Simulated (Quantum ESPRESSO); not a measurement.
# Magnetic state of CaFe2As2 from several starts, part 2 of 3

Wanted: the moments of CaFe2As2 and the energy of each order that was tried.

Quantum ESPRESSO 7.5; PBEsol; plane waves with GBRV 1.5 PBEsol potentials, no spin-orbit coupling.

So far, absolute magnetization (μB): step 2 (start 1: ferro ++) 5.31.

## Step 3: Start 2: antiferro q=(0,1/2,1/2) +−−+

The cell is doubled to 10 atoms to hold this order. The wavevector q is in fractions of the reciprocal vectors of the crystal's primitive cell, as the cells of these inputs are built from it; moments change sign between cells as cos(2π q·R).

pw.in reads:

```
&CONTROL
  calculation = 'scf'
  prefix = 'pwscf'
  outdir = './tmp'
  pseudo_dir = './pseudo'
  disk_io = 'nowf'
/
&SYSTEM
  ibrav = 0
  nat = 10
  ntyp = 4
  ecutwfc = 40
  ecutrho = 280
  nbnd = 67
  occupations = 'smearing'
  smearing = 'fd'
  degauss = 0.00734986
  nspin = 2
  starting_magnetization(1) = 0
  starting_magnetization(2) = 0.175
  starting_magnetization(3) = -0.175
  starting_magnetization(4) = 0
/
&ELECTRONS
  conv_thr = 2d-08
  electron_maxstep = 150
  mixing_beta = 0.3
/
ATOMIC_SPECIES
Ca     40.0780 ca_pbesol_v1.uspp.F.UPF
Fe1    55.8450 fe_pbesol_v1.5.uspp.F.UPF
Fe2    55.8450 fe_pbesol_v1.5.uspp.F.UPF
As     74.9216 as_pbesol_v1.uspp.F.UPF
CELL_PARAMETERS angstrom
   0.0000000000    2.7476037344    5.9011939204
   5.4880016712    0.0000000000   11.8023878408
   5.4880016712    2.7476037344    5.9011939204
ATOMIC_POSITIONS crystal
Ca      0.5000000000    0.0000000000    0.5000000000
Ca      0.5000000000    0.5000000000    0.5000000000
Fe1     0.2500000000    0.0000000000    0.2500000000
Fe2     0.2500000000    0.5000000000    0.2500000000
Fe2     0.7500000000    0.0000000000    0.7500000000
Fe1     0.7500000000    0.5000000000    0.7500000000
As      0.8762355000    0.3762355000    0.1237645000
As      0.8762355000    0.8762355000    0.1237645000
As      0.1237645000    0.6237645000    0.8762355000
As      0.1237645000    0.1237645000    0.8762355000
K_POINTS automatic
8 4 8 0 0 0
```

Command:

```sh
$ OMP_NUM_THREADS=1 mpirun -n 4 pw.x -nk 4 -in pw.in > pw.out
```

Output:

```text
[banner, memory and clock lines left out]
Program PWSCF v.7.5 starts

     Message from routine setup:
     using ibrav=0 with symmetry is DISCOURAGED, use correct ibrav instead

     bravais-lattice index     =            0
     lattice parameter (alat)  =      12.3011  a.u.
     unit-cell volume          =    1200.9773 (a.u.)^3
     number of atoms/cell      =           10
     number of atomic types    =            4
     number of electrons       =       104.00
     number of Kohn-Sham states=           67
     kinetic-energy cutoff     =      40.0000  Ry
     charge density cutoff     =     280.0000  Ry
     scf convergence threshold =      2.0E-08
     mixing beta               =       0.3000
     number of iterations used =            8  plain     mixing
     Exchange-correlation= SLA  PW   PSX  PSC
                           (   1   4  10   8   0   0   0)

     celldm(1)=  12.301147  celldm(2)=   0.000000  celldm(3)=   0.000000
     celldm(4)=   0.000000  celldm(5)=   0.000000  celldm(6)=   0.000000

     crystal axes: (cart. coord. in units of alat)
               a(1) = (   0.000000   0.422092   0.906553 )
               a(2) = (   0.843077   0.000000   1.813106 )
               a(3) = (   0.843077   0.422092   0.906553 )

     reciprocal axes: (cart. coord. in units 2 pi/alat)
               b(1) = ( -1.186131  1.184575  0.551540 )
               b(2) = ( -0.000000 -1.184575  0.551540 )
               b(3) = (  1.186131  1.184575 -0.551540 )

     PseudoPot. # 1 for Ca read from file:
     ca_pbesol_v1.uspp.F.UPF
     Pseudo is Ultrasoft + core correction, Zval = 10.0

     PseudoPot. # 2 for Fe read from file:
     fe_pbesol_v1.5.uspp.F.UPF
     Pseudo is Ultrasoft + core correction, Zval = 16.0

     PseudoPot. # 3 for Fe read from file:
     fe_pbesol_v1.5.uspp.F.UPF
     Pseudo is Ultrasoft + core correction, Zval = 16.0

     PseudoPot. # 4 for As read from file:
     as_pbesol_v1.uspp.F.UPF
     Pseudo is Ultrasoft + core correction, Zval =  5.0

     atomic species   valence    mass     pseudopotential
     Ca               10.00    40.07800     Ca( 1.00)
     Fe1              16.00    55.84500     Fe( 1.00)
     Fe2              16.00    55.84500     Fe( 1.00)
     As                5.00    74.92160     As( 1.00)

     Starting magnetic structure
     atomic species   magnetization
     Ca              0.000
     Fe1             0.175
     Fe2            -0.175
     As              0.000

      8 Sym. Ops., with inversion, found ( 4 have fractional translation)

   Cartesian axes

     site n.     atom                  positions (alat units)
         1        Ca     tau(   1) = (   0.4215387   0.4220922   0.9065529  )
         2        Ca     tau(   2) = (   0.8430775   0.4220922   1.8131058  )
         3        Fe1    tau(   3) = (   0.2107694   0.2110461   0.4532764  )
         4        Fe2    tau(   4) = (   0.6323081   0.2110461   1.3598293  )
         5        Fe2    tau(   5) = (   0.6323081   0.6331383   1.3598293  )
         6        Fe1    tau(   6) = (   1.0538469   0.6331383   2.2663822  )
         7        As     tau(   7) = (   0.4215387   0.4220922   1.5887077  )
         8        As     tau(   8) = (   0.8430775   0.4220922   2.4952605  )
         9        As     tau(   9) = (   1.2646162   0.4220922   2.0375039  )
        10        As     tau(  10) = (   0.8430775   0.4220922   1.1309510  )

     number of k points=    55  Fermi-Dirac smearing, width (Ry)=  0.0073
                       cart. coord. in units 2pi/alat
        k(    1) = (   0.0000000   0.0000000   0.0000000), wk =   0.0039062
        k(    2) = (   0.1482663   0.1480719  -0.0689425), wk =   0.0312500
        k(    3) = (   0.2965326   0.2961438  -0.1378849), wk =   0.0312500
        k(    4) = (   0.4447990   0.4442157  -0.2068274), wk =   0.0312500
        k(    5) = (  -0.5930653  -0.5922876   0.2757699), wk =   0.0078125
        [... 50 further k-points ...]

     Dense  grid:    94967 G-vectors     FFT dimensions: (  72, 144,  90)

     Smooth grid:    41097 G-vectors     FFT dimensions: (  50, 100,  72)

     Check: negative core charge=   -0.000018
     Generating pointlists ...
     new r_m :   0.1970 (alat units)  2.4232 (a.u.) for type    1
     new r_m :   0.1551 (alat units)  1.9077 (a.u.) for type    2
     new r_m :   0.1551 (alat units)  1.9077 (a.u.) for type    3
     new r_m :   0.1551 (alat units)  1.9077 (a.u.) for type    4

     Initial potential from superposition of free atoms

     starting charge      99.9887, renormalised to     104.0000
     Starting wfcs are   88 randomized atomic wfcs

     Self-consistent Calculation

     iteration #  1     ecut=    40.00 Ry     beta= 0.30
     Davidson diagonalization with overlap
     ethr =  1.00E-02,  avg # of iterations =  2.5

     total energy              =   -1310.43420480 Ry
     estimated scf accuracy    <       2.48680227 Ry

     total magnetization       =    -0.00 Bohr mag/cell
     absolute magnetization    =     8.54 Bohr mag/cell

     iteration #  2     ecut=    40.00 Ry     beta= 0.30
     Davidson diagonalization with overlap
     ethr =  2.39E-03,  avg # of iterations =  2.1

     total energy              =   -1310.41588031 Ry
     estimated scf accuracy    <       2.08652788 Ry

     total magnetization       =    -0.00 Bohr mag/cell
     absolute magnetization    =    10.64 Bohr mag/cell

     [... further iterations left out ...]

     iteration # 13     ecut=    40.00 Ry     beta= 0.30
     Davidson diagonalization with overlap
     ethr =  2.49E-10,  avg # of iterations =  4.2

     total energy              =   -1310.76294977 Ry
     estimated scf accuracy    <       0.00000013 Ry

     total magnetization       =     0.00 Bohr mag/cell
     absolute magnetization    =     9.85 Bohr mag/cell

     iteration # 14     ecut=    40.00 Ry     beta= 0.30
     Davidson diagonalization with overlap
     ethr =  1.23E-10,  avg # of iterations =  2.0

     Magnetic moment per site  (integrated on atomic sphere of radius R)
     atom   1 (R=0.197)  charge=  8.4851  magn=  0.0000
     atom   2 (R=0.197)  charge=  8.4851  magn=  0.0000
     atom   3 (R=0.155)  charge= 14.3048  magn=  2.2157
     atom   4 (R=0.155)  charge= 14.3047  magn= -2.2159
     atom   5 (R=0.155)  charge= 14.3047  magn= -2.2159
     atom   6 (R=0.155)  charge= 14.3048  magn=  2.2157
     atom   7 (R=0.155)  charge=  2.7316  magn= -0.0000
     atom   8 (R=0.155)  charge=  2.7316  magn=  0.0000
     atom   9 (R=0.155)  charge=  2.7316  magn=  0.0000
     atom  10 (R=0.155)  charge=  2.7316  magn= -0.0000

     End of self-consistent calculation

     Number of k-points >= 100: set verbosity='high' to print the bands.

     the Fermi energy is    10.9402 ev

!    total energy              =   -1310.76294982 Ry
     estimated scf accuracy    <       0.00000002 Ry
     smearing contrib. (-TS)   =      -0.01749745 Ry
     internal energy E=F+TS    =   -1310.74545237 Ry

     The total energy is F=E-TS. E is the sum of the following terms:
     one-electron contribution =    -879.86806602 Ry
     hartree contribution      =     479.61831800 Ry
     xc contribution           =    -264.69800091 Ry
     ewald contribution        =    -645.79770344 Ry

     total magnetization       =    -0.00 Bohr mag/cell
     absolute magnetization    =     9.85 Bohr mag/cell

     convergence has been achieved in  14 iterations
```

Elapsed: 9.8 min, on 4 MPI ranks of Intel Xeon Platinum 8375C at 2.90GHz (Ice Lake), shared host; peak memory 2.1 GiB.

Spin moment in the atom's sphere by atom:

```tsv
atom	spin moment in the atom's sphere (μB)
Ca1	0.00
Ca2	0.00
Fe3	2.22
Fe4	-2.22
Fe5	-2.22
Fe6	2.22
As7	0.00
As8	0.00
As9	0.00
As10	0.00
```

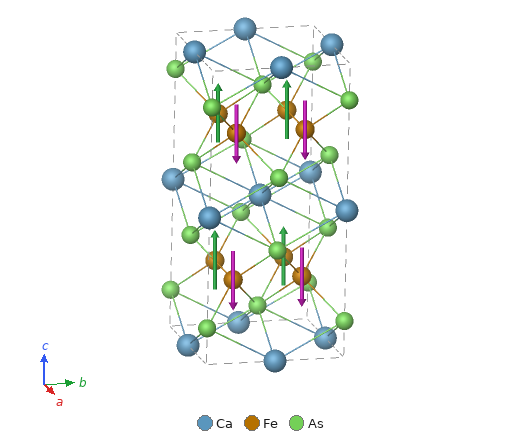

Spin moment in the atom's sphere as arrows, the longest 2.22 μB. Up and down stand for the sign. Arrows give size and sign along the axis of quantisation, drawn up and down the page. The two directions have two colours. Some periodic images of atoms are drawn too.

Read from the output:

- smearing term TS: 0.2381 eV
- magnetization: 0 μB
- absolute magnetization: 9.846 μB
- final state: antiferromagnetic

## Step 4: Run 3, typed as antiferro q=(1/2,1/2,0) +−−+

The cell is doubled to 10 atoms to hold this order.

pw.in reads:

```
&CONTROL
  calculation = 'scf'
  prefix = 'pwscf'
  outdir = './tmp'
  pseudo_dir = './pseudo'
  disk_io = 'nowf'
/
&SYSTEM
  ibrav = 0
  nat = 10
  ntyp = 4
  ecutwfc = 40
  ecutrho = 280
  nbnd = 67
  occupations = 'smearing'
  smearing = 'fd'
  degauss = 0.00734986
  nspin = 2
  starting_magnetization(1) = 0
  starting_magnetization(2) = 0.175
  starting_magnetization(3) = -0.175
  starting_magnetization(4) = 0
/
&ELECTRONS
  conv_thr = 2d-08
  electron_maxstep = 150
  mixing_beta = 0.3
/
ATOMIC_SPECIES
Ca     40.0780 ca_pbesol_v1.uspp.F.UPF
Fe1    55.8450 fe_pbesol_v1.5.uspp.F.UPF
Fe2    55.8450 fe_pbesol_v1.5.uspp.F.UPF
As     74.9216 as_pbesol_v1.uspp.F.UPF
CELL_PARAMETERS angstrom
   0.0000000000    5.4952074688   11.8023878408
   2.7440008356    2.7476037344   11.8023878408
   2.7440008356    2.7476037344    0.0000000000
ATOMIC_POSITIONS crystal
Ca      0.0000000000    0.5000000000    0.5000000000
Ca      0.5000000000    0.5000000000    0.5000000000
Fe1     0.0000000000    0.2500000000    0.2500000000
Fe2     0.5000000000    0.2500000000    0.2500000000
Fe2     0.0000000000    0.7500000000    0.7500000000
Fe1     0.5000000000    0.7500000000    0.7500000000
As      0.0000000000    0.8762355000    0.1237645000
As      0.5000000000    0.8762355000    0.1237645000
As      0.0000000000    0.1237645000    0.8762355000
As      0.5000000000    0.1237645000    0.8762355000
K_POINTS automatic
4 8 8 0 0 0
```

Output:

```text
     [... lines left out ...]
Program PWSCF v.7.5 starts
     [... lines left out ...]
     number of atoms/cell      =           10
     [... lines left out ...]
     number of electrons       =       104.00
     number of Kohn-Sham states=           67
     kinetic-energy cutoff     =      40.0000  Ry
     charge density cutoff     =     280.0000  Ry
     scf convergence threshold =      2.0E-08
     [... lines left out ...]
      8 Sym. Ops., with inversion, found ( 4 have fractional translation)
     [... lines left out ...]
     number of k points=    55  Fermi-Dirac smearing, width (Ry)=  0.0073
     [... lines left out ...]
     iteration # 19     ecut=    40.00 Ry     beta= 0.30
     [... lines left out ...]
     Magnetic moment per site  (integrated on atomic sphere of radius R)
     atom   1 (R=0.098)  charge=  8.4939  magn=  0.0000
     atom   2 (R=0.098)  charge=  8.4939  magn=  0.0000
     atom   3 (R=0.078)  charge= 14.2971  magn=  2.3409
     atom   4 (R=0.078)  charge= 14.2971  magn= -2.3408
     atom   5 (R=0.078)  charge= 14.2971  magn= -2.3408
     atom   6 (R=0.078)  charge= 14.2971  magn=  2.3409
     atom   7 (R=0.078)  charge=  2.7244  magn=  0.0249
     atom   8 (R=0.078)  charge=  2.7244  magn= -0.0249
     atom   9 (R=0.078)  charge=  2.7244  magn= -0.0249
     atom  10 (R=0.078)  charge=  2.7244  magn=  0.0249
     [... lines left out ...]
     the Fermi energy is    10.9644 ev
!    total energy              =   -1310.73947639 Ry
     estimated scf accuracy    <          2.5E-09 Ry
     smearing contrib. (-TS)   =      -0.02393221 Ry
     [... lines left out ...]
     total magnetization       =     0.00 Bohr mag/cell
     absolute magnetization    =    10.15 Bohr mag/cell
     convergence has been achieved in  19 iterations
```

Elapsed: 8.5 min, on 4 MPI ranks; peak memory 1.9 GiB.

Spin moment in the atom's sphere by atom:

```tsv
atom	spin moment in the atom's sphere (μB)
Ca1	0.00
Ca2	0.00
Fe3	2.34
Fe4	-2.34
Fe5	-2.34
Fe6	2.34
As7	0.02
As8	-0.02
As9	-0.02
As10	0.02
```

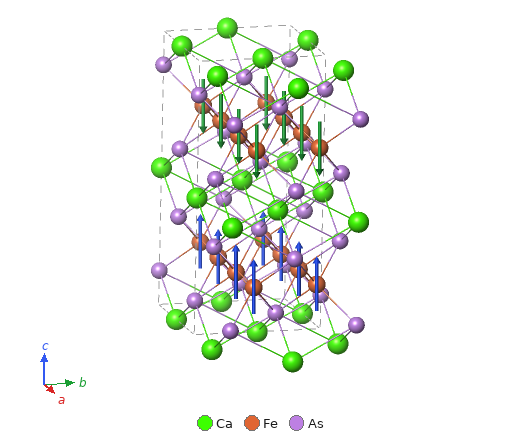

Spin moment in the atom's sphere as arrows, the longest 2.34 μB. Up and down stand for the sign. Arrows give size and sign along the axis of quantisation, drawn up and down the page. The two directions have two colours. 2×1×1 conventional cells are drawn. Some periodic images of atoms are drawn too.

Read from the output:

```
smearing term TS       : 0.3256 eV
magnetization          : 0 μB
absolute magnetization : 10.15 μB
final state            : antiferromagnetic
```

## Step 5: Run 4 (no spin polarisation)

pw.in reads:

```
&CONTROL
  calculation = 'scf'
  prefix = 'pwscf'
  outdir = './tmp'
  pseudo_dir = './pseudo'
  disk_io = 'nowf'
/
&SYSTEM
  ibrav = 0
  nat = 5
  ntyp = 3
  ecutwfc = 40
  ecutrho = 280
  nbnd = 36
  occupations = 'smearing'
  smearing = 'fd'
  degauss = 0.00734986
/
&ELECTRONS
  conv_thr = 1d-08
  electron_maxstep = 150
  mixing_beta = 0.3
/
ATOMIC_SPECIES
Ca     40.0780 ca_pbesol_v1.uspp.F.UPF
Fe     55.8450 fe_pbesol_v1.5.uspp.F.UPF
As     74.9216 as_pbesol_v1.uspp.F.UPF
CELL_PARAMETERS angstrom
   0.0000000000    2.7476037344    5.9011939204
   2.7440008356    0.0000000000    5.9011939204
   2.7440008356    2.7476037344    0.0000000000
ATOMIC_POSITIONS crystal
Ca      0.5000000000    0.5000000000    0.5000000000
Fe      0.2500000000    0.2500000000    0.2500000000
Fe      0.7500000000    0.7500000000    0.7500000000
As      0.8762355000    0.8762355000    0.1237645000
As      0.1237645000    0.1237645000    0.8762355000
K_POINTS automatic
8 8 8 0 0 0
```

Output:

```text
     [... lines left out ...]
Program PWSCF v.7.5 starts
     [... lines left out ...]
     number of atoms/cell      =            5
     [... lines left out ...]
     number of electrons       =        52.00
     number of Kohn-Sham states=           36
     kinetic-energy cutoff     =      40.0000  Ry
     charge density cutoff     =     280.0000  Ry
     scf convergence threshold =      1.0E-08
     [... lines left out ...]
      8 Sym. Ops., with inversion, found
     [... lines left out ...]
     number of k points=    95  Fermi-Dirac smearing, width (Ry)=  0.0073
     [... lines left out ...]
     iteration # 13     ecut=    40.00 Ry     beta= 0.30
     [... lines left out ...]
     the Fermi energy is    10.7946 ev
!    total energy              =    -655.34713261 Ry
     estimated scf accuracy    <          7.2E-10 Ry
     smearing contrib. (-TS)   =      -0.01631832 Ry
     [... lines left out ...]
     convergence has been achieved in  13 iterations
```

The job ended after 47 s (4 MPI ranks; peak memory 0.59 GiB; 3.1 min of CPU time).

This step gave:

```yaml
smearing_term_ts: 0.2220 eV
final_state: non-magnetic (no spin polarisation)
```

## Step 6: Ranking

An order is kept where moments of 0.15 μB or more survive with the typed signs; meshes match where a doubled cell samples the same k points as the first cell.

Orders:

```tsv
start	final state	typed order kept	energy over the lowest (meV a seeded atom)	largest site moment (μB)	net moment (μB a cell of the first run)	mesh matched	CPU time (s)
ferro ++	ferromagnetic	yes	46.29	2.402	4.94	yes	428.2
antiferro q=(0,1/2,1/2) +--+	antiferromagnetic	yes	0	2.216	0	yes	2348
antiferro q=(1/2,1/2,0) +--+	antiferromagnetic	yes	79.84	2.341	0	yes	2029
no spin polarisation	non-magnetic	-	233.6	0	0	yes	188.1
```

## Step 7: The lowest state again, with its states saved

pw.in reads:

```
&CONTROL
  calculation = 'scf'
  prefix = 'pwscf'
  outdir = './tmp'
  pseudo_dir = './pseudo'
  disk_io = 'low'
/
&SYSTEM
  ibrav = 0
  celldm(1) = 8
  nat = 10
  ntyp = 4
  ecutwfc = 40
  ecutrho = 280
  nbnd = 71
  occupations = 'smearing'
  smearing = 'fd'
  degauss = 0.00734986
  nspin = 2
  starting_magnetization(1) = 0
  starting_magnetization(2) = 0.175
  starting_magnetization(3) = -0.175
  starting_magnetization(4) = 0
/
&ELECTRONS
  conv_thr = 2d-08
  electron_maxstep = 150
  mixing_beta = 0.3
/
ATOMIC_SPECIES
Ca     40.0780 ca_pbesol_v1.uspp.F.UPF
Fe1    55.8450 fe_pbesol_v1.5.uspp.F.UPF
Fe2    55.8450 fe_pbesol_v1.5.uspp.F.UPF
As     74.9216 as_pbesol_v1.uspp.F.UPF
CELL_PARAMETERS alat
   0.0000000000000    0.6490273196269    1.3939550397328
   1.2963525162571    0.0000000000000    2.7879100794657
   1.2963525162571    0.6490273196269    1.3939550397328
ATOMIC_POSITIONS crystal
Ca      0.5000000000    0.0000000000    0.5000000000
Ca      0.5000000000    0.5000000000    0.5000000000
Fe1     0.2500000000    0.0000000000    0.2500000000
Fe2     0.2500000000    0.5000000000    0.2500000000
Fe2     0.7500000000    0.0000000000    0.7500000000
Fe1     0.7500000000    0.5000000000    0.7500000000
As      0.8762355000    0.3762355000    0.1237645000
As      0.8762355000    0.8762355000    0.1237645000
As      0.1237645000    0.6237645000    0.8762355000
As      0.1237645000    0.1237645000    0.8762355000
K_POINTS automatic
8 4 8 0 0 0
```

Output:

```text
     [... lines left out ...]
Program PWSCF v.7.5 starts
     [... lines left out ...]
     number of atoms/cell      =           10
     [... lines left out ...]
     number of electrons       =       104.00
     number of Kohn-Sham states=           71
     kinetic-energy cutoff     =      40.0000  Ry
     charge density cutoff     =     280.0000  Ry
     scf convergence threshold =      2.0E-08
     [... lines left out ...]
      8 Sym. Ops., with inversion, found ( 4 have fractional translation)
     [... lines left out ...]
     number of k points=    55  Fermi-Dirac smearing, width (Ry)=  0.0073
     [... lines left out ...]
     iteration # 14     ecut=    40.00 Ry     beta= 0.30
     [... lines left out ...]
     Magnetic moment per site  (integrated on atomic sphere of radius R)
     atom   1 (R=0.303)  charge=  8.4852  magn= -0.0000
     atom   2 (R=0.303)  charge=  8.4852  magn= -0.0000
     atom   3 (R=0.238)  charge= 14.3048  magn=  2.2158
     atom   4 (R=0.238)  charge= 14.3048  magn= -2.2157
     atom   5 (R=0.238)  charge= 14.3048  magn= -2.2157
     atom   6 (R=0.238)  charge= 14.3048  magn=  2.2158
     atom   7 (R=0.238)  charge=  2.7315  magn= -0.0000
     atom   8 (R=0.238)  charge=  2.7315  magn=  0.0000
     atom   9 (R=0.238)  charge=  2.7315  magn=  0.0000
     atom  10 (R=0.238)  charge=  2.7315  magn= -0.0000
     [... lines left out ...]
     the Fermi energy is    10.9402 ev
!    total energy              =   -1310.76294983 Ry
     estimated scf accuracy    <          9.4E-09 Ry
     smearing contrib. (-TS)   =      -0.01749906 Ry
     [... lines left out ...]
     total magnetization       =     0.00 Bohr mag/cell
     absolute magnetization    =     9.85 Bohr mag/cell
     convergence has been achieved in  14 iterations
```

It took 7.9 min on 4 MPI ranks; peak memory 2.1 GiB; 32 min of CPU time.

Read from the output:

| Property | Result |
| --- | --- |
| smearing term TS | 0.2381 eV |
| magnetization | 0 μB |
| absolute magnetization | 9.846 μB |
| final state | antiferromagnetic |
| largest moment | 2.216 μB |

(Continued in part 3 of 3.)

[Logs and program files are shortened in this print: banners, set-up blocks, solver, clock and traceback lines can be left out without a mark of their own.]

[Logs are printed without paths, hosts, clocks, repeated set-up lines and the standing remarks that a program may print on its own settings, such as how far it seeks lower states.]

[Hosts, paths, dates, database ids (printed as entryN), source tags and the programs' standing remarks are cut or masked in the printed files.]

[Where a cell is said to come from a database of computed structures, the database is the Materials Project.]
